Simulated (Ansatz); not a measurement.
Consider C₃H₆BNSSi.

The calculation's input:

```
crystal:
  periodic: [false, false, false]
  atoms:
    - symbol: C
      position_ang: [-2.776024, 0.394484, 0.451363]
    - symbol: C
      position_ang: [-2.148840, 1.309067, -0.394789]
    - symbol: C
      position_ang: [-0.692991, 1.460744, 1.261282]
    - symbol: B
      position_ang: [-4.056119, -0.396199, 0.201940]
    - symbol: N
      position_ang: [-1.011107, 1.889265, 0.051398]
    - symbol: S
      position_ang: [-1.815479, 0.297796, 1.905093]
    - symbol: Si
      position_ang: [0.847540, 2.080550, 2.169604]
    - symbol: H
      position_ang: [-4.633489, -0.243094, -0.846283]
    - symbol: H
      position_ang: [-4.494361, -1.161343, 1.023470]
    - symbol: H
      position_ang: [-2.536498, 1.566989, -1.383823]
    - symbol: H
      position_ang: [0.750768, 3.554584, 2.350650]
    - symbol: H
      position_ang: [0.914301, 1.407886, 3.497256]
    - symbol: H
      position_ang: [2.056923, 1.746544, 1.369090]
basis:
  gaussian: {orbitals: def2-SVPD}
hamiltonian: {xc: pbe0}
output: {forces: true, orbitals: {seedname: orbitals}}
```

Run with:

```sh
ansatz run input.yaml --threads 2 --pin off --max-ram 5220MiB --events-out events.jsonl --progress --plain --runs-dir runs
```

Geometry: B3LYP/def2-SVP.

Theory: Ansatz 0.2.0, isolated molecule in a Gaussian basis; Kohn-Sham density functional theory, functional PBE0.

> Predict the electron density and electron localisation function between the atoms.

C–N (1.32 Å): ρ is about 2.5 e/Å³ halfway; the ELF peaks at about 0.90 between the atoms, as expected for a covalent bond.
C–C (1.39 Å): ρ at the midpoint is about 2.1 e/Å³; the ELF peaks at about 0.95 between the atoms (localised, covalent bonding).
C–B (1.53 Å): ρ is about 1.5 e/Å³ halfway; the ELF peaks at about 0.95 between the atoms: localised, covalent bonding.
C–S (1.74 Å): ρ is about 1.4 e/Å³ halfway; the ELF peaks at about 0.90 between the atoms, as expected for a shared electron pair.

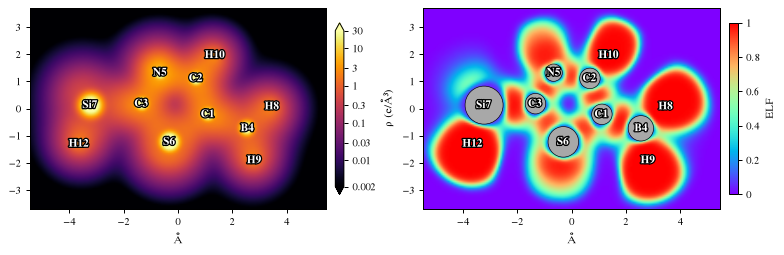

Computed electron density and electron localisation function on the plane of atoms C1, B4 and H9, in this order. Grey discs cover the atomic cores in the ELF map. 
